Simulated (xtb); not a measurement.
C₃H₇NSi: geometry relaxation (part 3 of 3)

The same run, continued: C₃H₇NSi; GFN2-xTB (xtb 6.7.1 later snapshot). 

Geometry of the input (Å):
```
C  -1.8956  0.3810  -0.0312
Si -0.2043  0.0428  0.7534
C  1.0374  -0.8737  -0.3257
C  1.8059  0.3396  -0.2003
N  1.1604  1.2882  0.3726
H  -2.3528  1.2290  0.4985
H  -2.5728  -0.4412  -0.0683
H  -1.8308  0.7680  -1.1590
H  -0.1619  -0.4579  2.0018
H  0.7670  -1.2019  -1.4174
H  1.6220  -1.7730  0.1993
H  2.7128  0.6699  -0.7009
```

### Output, continued
```
         #    Occupation            Energy/Eh            Energy/eV
      -------------------------------------------------------------
         1        2.0000           -0.7506451             -20.4261
       ...           ...                  ...                  ...
         8        2.0000           -0.4755927             -12.9415
         9        2.0000           -0.4735356             -12.8856
        10        2.0000           -0.4430831             -12.0569
        11        2.0000           -0.4365553             -11.8793
        12        2.0000           -0.4192481             -11.4083
        13        2.0000           -0.3920539             -10.6683
        14        2.0000           -0.3558727              -9.6838 (HOMO)
        15                         -0.2456667              -6.6849 (LUMO)
        16                         -0.1944820              -5.2921
        17                         -0.1468526              -3.9961
        18                         -0.1211997              -3.2980
        19                         -0.0581436              -1.5822
       ...                                ...                  ...
        32                          0.7169308              19.5087
      -------------------------------------------------------------
                  HL-Gap            0.1102060 Eh            2.9989 eV
             Fermi-level           -0.3007697 Eh           -8.1844 eV

 SCC (total)                   0 d,  0 h,  0 min,  0.005 sec
 SCC setup                      ...        0 min,  0.000 sec (  1.737%)
 Dispersion                     ...        0 min,  0.000 sec (  0.758%)
 classical contributions        ...        0 min,  0.000 sec (  0.240%)
 integral evaluation            ...        0 min,  0.001 sec ( 19.878%)
 iterations                     ...        0 min,  0.001 sec ( 29.605%)
 molecular gradient             ...        0 min,  0.002 sec ( 46.058%)
 printout                       ...        0 min,  0.000 sec (  1.435%)

         :::::::::::::::::::::::::::::::::::::::::::::::::::::
         ::                     SUMMARY                     ::
         :::::::::::::::::::::::::::::::::::::::::::::::::::::
         :: total energy             -14.583872769095 Eh    ::
         :: gradient norm              0.000480984025 Eh/a0 ::
         :: HOMO-LUMO gap              2.998857774527 eV    ::
         ::.................................................::
         :: SCC energy               -14.787559084868 Eh    ::
         :: -> isotropic ES            0.031484806269 Eh    ::
         :: -> anisotropic ES          0.004615525385 Eh    ::
         :: -> anisotropic XC          0.011323390015 Eh    ::
         :: -> dispersion             -0.006830517671 Eh    ::
         :: repulsion energy           0.203686315773 Eh    ::
         :: add. restraining           0.000000000000 Eh    ::
         :: total charge              -0.000000000000 e     ::
         :::::::::::::::::::::::::::::::::::::::::::::::::::::

           -------------------------------------------------
          |                Property Printout                |
           -------------------------------------------------

    * Orbital Energies and Occupations

         #    Occupation            Energy/Eh            Energy/eV
      -------------------------------------------------------------
         1        2.0000           -0.7506451             -20.4261
         2        2.0000           -0.6132328             -16.6869
         3        2.0000           -0.5822617             -15.8441
         4        2.0000           -0.5694979             -15.4968
         5        2.0000           -0.5217867             -14.1985
         6        2.0000           -0.4964964             -13.5104
         7        2.0000           -0.4942857             -13.4502
         8        2.0000           -0.4755927             -12.9415
         9        2.0000           -0.4735356             -12.8856
        10        2.0000           -0.4430831             -12.0569
        11        2.0000           -0.4365553             -11.8793
        12        2.0000           -0.4192481             -11.4083
        13        2.0000           -0.3920539             -10.6683
        14        2.0000           -0.3558727              -9.6838 (HOMO)
        15                         -0.2456667              -6.6849 (LUMO)
        16                         -0.1944820              -5.2921
        17                         -0.1468526              -3.9961
        18                         -0.1211997              -3.2980
        19                         -0.0581436              -1.5822
        20                         -0.0437489              -1.1905
        21                          0.1045358               2.8446
        22                          0.1638445               4.4584
        23                          0.1943598               5.2888
        24                          0.2213149               6.0223
        25                          0.2301097               6.2616
       ...                                ...                  ...
        32                          0.7169308              19.5087
      -------------------------------------------------------------
                  HL-Gap            0.1102060 Eh            2.9989 eV
             Fermi-level           -0.3007697 Eh           -8.1844 eV

     #   Z          covCN         q      C6AA      α(0)
     1   6          3.651    -0.201    24.836     7.157
     2  14          4.111     0.526    96.040    18.739
     3   6          3.730    -0.181    24.143     7.014
     4   6          3.443     0.085    21.617     7.052
     5   7          1.761    -0.355    30.039     8.114
     6   1          0.925     0.036     2.508     2.477
     7   1          0.925     0.034     2.530     2.487
     8   1          0.925     0.046     2.368     2.406
     9   1          0.919    -0.066     4.503     3.319
    10   1          0.925     0.030     2.592     2.518
    11   1          0.925     0.024     2.677     2.559
    12   1          0.925     0.023     2.689     2.564

 Mol. C6AA /au·bohr⁶  :       1702.697399
 Mol. C8AA /au·bohr⁸  :      50903.614385
 Mol. α(0) /au        :         66.406616

Wiberg/Mayer (AO) data.
largest (>0.10) Wiberg bond orders for each atom

 ---------------------------------------------------------------------------
     #   Z sym  total        # sym  WBO       # sym  WBO       # sym  WBO
 ---------------------------------------------------------------------------
     1   6      3.986 --     7      0.992     6      0.992     8      0.985
                             2      0.892
     2  14      3.617 --     5      0.977     1      0.892     9      0.869
                             3      0.833
     3   6      3.965 --     4      1.061    11      0.969    10      0.965
                             2      0.833
     4   6      3.953 --     5      1.895     3      1.061    12      0.957
     5   7      3.050 --     4      1.895     2      0.977
     6   1      0.999 --     1      0.992
     7   1      0.999 --     1      0.992
     8   1      0.998 --     1      0.985
     9   1      0.996 --     2      0.869
    10   1      0.999 --     3      0.965
    11   1      0.999 --     3      0.969
    12   1      0.999 --     4      0.957
 ---------------------------------------------------------------------------

Topologies differ in total number of bonds
Writing topology from bond orders to xtbtopo.mol

molecular dipole:
                 x           y           z       tot (Debye)
 q only:       -0.518      -0.518       0.112
   full:       -0.371      -0.796      -0.273       2.338
molecular quadrupole (traceless):
                xx          xy          yy          xz          yz          zz
 q only:       -0.030      -1.453      -1.427      -1.146      -0.809       1.457
  q+dip:        1.745      -2.903      -3.366      -1.897      -1.547       1.621
   full:        2.549      -3.461      -3.994      -1.896      -1.452       1.446

           -------------------------------------------------
          |                Geometry Summary                 |
           -------------------------------------------------

      molecular mass/u    :       85.1799949
   center of mass at/Å    :        0.2294089       0.1825631       0.1989879
  moments of inertia/u·Å² :        0.6181535E+02   0.1580707E+03   0.1793570E+03
rotational constants/cm⁻¹ :        0.2727095E+00   0.1066462E+00   0.9398927E-01

 * 12 selected distances

     #   Z          #   Z                                           value/Å
     1   6          2  14                                         1.8904252
     2  14          3   6                                         1.9335798 (max)
     3   6          4   6                                         1.4917983
     2  14          5   7                                         1.7956428
     4   6          5   7                                         1.2772359
     1   6          6   1                                         1.0844607
     1   6          7   1                                         1.0847498
     1   6          8   1                                         1.0853337
     2  14          9   1                                         1.4594089
     3   6         10   1                                         1.0877396
     3   6         11   1                                         1.0873205
     4   6         12   1                                         1.0832932 (min)

 * 6 distinct bonds (by element types)

   Z      Z             #   av. dist./Å        max./Å        min./Å
   1 H    6 C           6     1.0854829     1.0877396     1.0832932
   6 C    6 C           1     1.4917983     1.4917983     1.4917983
   6 C    7 N           1     1.2772359     1.2772359     1.2772359
   1 H   14 Si          1     1.4594089     1.4594089     1.4594089
   6 C   14 Si          2     1.9120025     1.9335798     1.8904252
   7 N   14 Si          1     1.7956428     1.7956428     1.7956428

optimized geometry written to: xtbopt.xyz

           -------------------------------------------------
          | TOTAL ENERGY              -14.583872769095 Eh   |
          | GRADIENT NORM               0.000480984025 Eh/α |
          | HOMO-LUMO GAP               2.998857774527 eV   |
           -------------------------------------------------

------------------------------------------------------------------------
------------------------------------------------------------------------
 total:
 *  cpu-time:     0 d,  0 h,  0 min,  0.080 sec
 * ratio c/w:     0.999 speedup
 SCF:
 *  cpu-time:     0 d,  0 h,  0 min,  0.009 sec
 * ratio c/w:     0.998 speedup
 ANC optimizer:
 *  cpu-time:     0 d,  0 h,  0 min,  0.061 sec
 * ratio c/w:     0.999 speedup
```

### Trajectory as extended XYZ (Å, eV, eV/Å), 8 frames, from step=0 to step=7
```
12
Properties=species:S:1:pos:R:3 step=0 energy=-395.99340
C    -1.8956    0.3810   -0.0312
Si   -0.2043    0.0428    0.7534
C     1.0374   -0.8737   -0.3257
C     1.8059    0.3396   -0.2003
N     1.1604    1.2882    0.3726
H    -2.3528    1.2290    0.4985
H    -2.5728   -0.4412   -0.0683
H    -1.8308    0.7680   -1.1590
H    -0.1619   -0.4579    2.0018
H     0.7670   -1.2019   -1.4174
H     1.6220   -1.7730    0.1993
H     2.7128    0.6699   -0.7009
12
Properties=species:S:1:pos:R:3 step=1 energy=-396.71135
C    -1.9034    0.4124   -0.0504
Si   -0.2175    0.0420    0.7172
C     1.0604   -0.8995   -0.3385
C     1.7941    0.3663   -0.2605
N     1.1362    1.2563    0.3913
H    -2.3737    1.2276    0.4967
H    -2.5659   -0.4389   -0.0563
H    -1.8083    0.7536   -1.1157
H    -0.1926   -0.4459    2.0610
H     0.8059   -1.2106   -1.3758
H     1.6043   -1.7568    0.1485
H     2.7477    0.6645   -0.6947
12
Properties=species:S:1:pos:R:3 step=2 energy=-396.83063
C    -1.8966    0.4309   -0.0664
Si   -0.2192    0.0324    0.7048
C     1.0799   -0.9250   -0.3463
C     1.7934    0.3748   -0.2731
N     1.0979    1.2259    0.3825
H    -2.3805    1.2209    0.4967
H    -2.5504   -0.4366   -0.0490
H    -1.8063    0.7661   -1.0804
H    -0.2310   -0.4213    2.0942
H     0.8312   -1.2107   -1.3566
H     1.6139   -1.7367    0.1126
H     2.7549    0.6502   -0.6961
12
Properties=species:S:1:pos:R:3 step=3 energy=-396.84373
C    -1.8981    0.4325   -0.0597
Si   -0.2181    0.0318    0.7060
C     1.0821   -0.9279   -0.3504
C     1.7907    0.3785   -0.2746
N     1.0915    1.2232    0.3838
H    -2.3853    1.2208    0.5043
H    -2.5494   -0.4359   -0.0450
H    -1.7918    0.7652   -1.0865
H    -0.2496   -0.4075    2.1018
H     0.8309   -1.2111   -1.3688
H     1.6307   -1.7452    0.1084
H     2.7537    0.6466   -0.6964
12
Properties=species:S:1:pos:R:3 step=4 energy=-396.84639
C    -1.8953    0.4301   -0.0579
Si   -0.2143    0.0346    0.7095
C     1.0842   -0.9276   -0.3530
C     1.7918    0.3824   -0.2745
N     1.0922    1.2214    0.3883
H    -2.3834    1.2195    0.5023
H    -2.5461   -0.4378   -0.0437
H    -1.7970    0.7657   -1.0861
H    -0.2656   -0.4000    2.1068
H     0.8293   -1.2111   -1.3728
H     1.6367   -1.7477    0.1025
H     2.7548    0.6414   -0.6987
12
Properties=species:S:1:pos:R:3 step=5 energy=-396.84703
C    -1.8939    0.4290   -0.0573
Si   -0.2126    0.0363    0.7113
C     1.0840   -0.9259   -0.3549
C     1.7932    0.3841   -0.2743
N     1.0958    1.2206    0.3931
H    -2.3827    1.2188    0.5024
H    -2.5431   -0.4399   -0.0417
H    -1.7965    0.7617   -1.0867
H    -0.2760   -0.3965    2.1071
H     0.8270   -1.2092   -1.3739
H     1.6364   -1.7458    0.0994
H     2.7556    0.6379   -0.7017
12
Properties=species:S:1:pos:R:3 step=6 energy=-396.84733
C    -1.8921    0.4276   -0.0575
Si   -0.2112    0.0363    0.7135
C     1.0830   -0.9240   -0.3565
C     1.7939    0.3850   -0.2742
N     1.1002    1.2200    0.3988
H    -2.3810    1.2189    0.5000
H    -2.5405   -0.4418   -0.0386
H    -1.7963    0.7575   -1.0874
H    -0.2840   -0.3941    2.1074
H     0.8244   -1.2066   -1.3749
H     1.6353   -1.7438    0.0971
H     2.7556    0.6359   -0.7050
12
Properties=species:S:1:pos:R:3 step=7 energy=-396.84740
C    -1.8905    0.4272   -0.0579
Si   -0.2107    0.0350    0.7156
C     1.0816   -0.9231   -0.3572
C     1.7934    0.3853   -0.2740
N     1.1022    1.2193    0.4026
H    -2.3793    1.2202    0.4973
H    -2.5392   -0.4419   -0.0362
H    -1.7932    0.7532   -1.0885
H    -0.2873   -0.3935    2.1086
H     0.8222   -1.2048   -1.3753
H     1.6343   -1.7430    0.0951
H     2.7538    0.6371   -0.7074
```

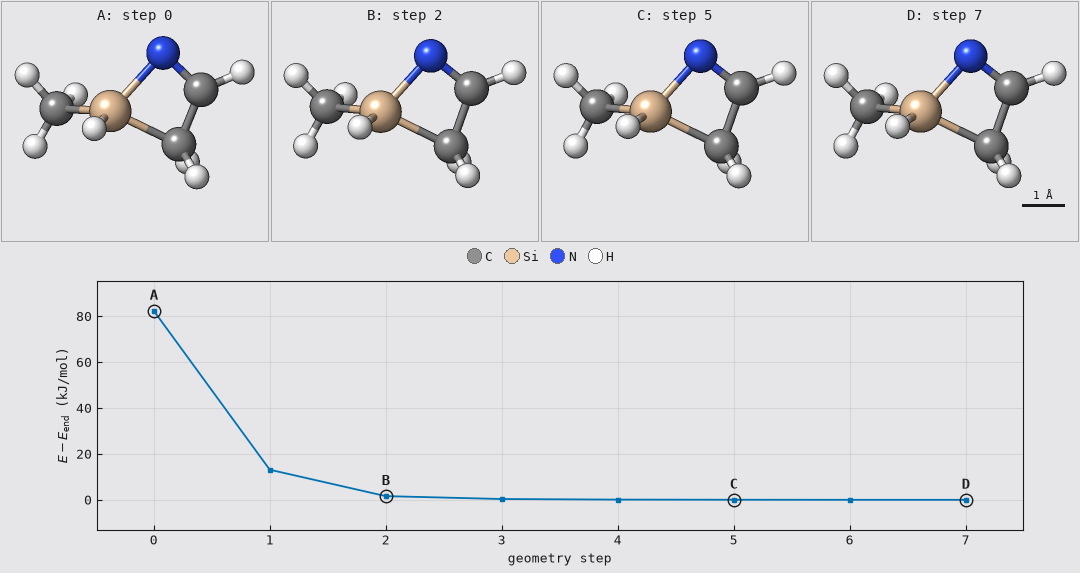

*Frames of the relaxation (ball-and-stick view, seen at a tilt) above the curves, on which the letters mark them (steps are counted from 0).*

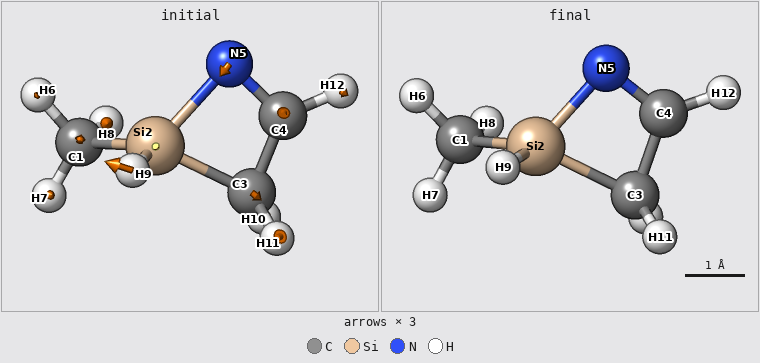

*Before (left) and after (right) the relaxation, at one scale (ball-and-stick view, seen at a tilt). The orange arrows give the displacements, magnified 3 times.*

H9 moves most after the best rigid fit: 0.18 Å. Largest moves by element: H 0.18 Å, N 0.10 Å, C 0.09 Å, Si 0.04 Å. Among the contacts that change: Si2–H9 1.346 → 1.459 Å, C1–H8 1.194 → 1.085 Å, Si2–N5 1.886 → 1.796 Å, C3–H10 1.172 → 1.088 Å. Among the angles that change: N5–C4–H12 113.6° → 122.7°, C3–Si2–H9 109.3° → 114.8°, Si2–C1–H7 116.3° → 110.9°. The energy falls by 82.4 kJ/mol in 7 geometry steps. (Atoms are counted from 1 in the order of the input.)

### Summary

| quantity | value |
| --- | --- |
| outcome | converged |
| electrons treated | 28 |
| total energy | −14.583873 hartree |
| dispersion energy | −0.006831 hartree |
| basis functions | 33 |
| HOMO | −9.68 eV |
| LUMO | −6.68 eV |
| dipole moment | 2.34 D |
| peak memory | 0.073 GiB |

### Remarks

Settings chosen away from the usual ones: method = gfn2-xtb; task = optimise; x = {"model_hessian": "lindh-d2"}; opt_level = normal; partner = base.
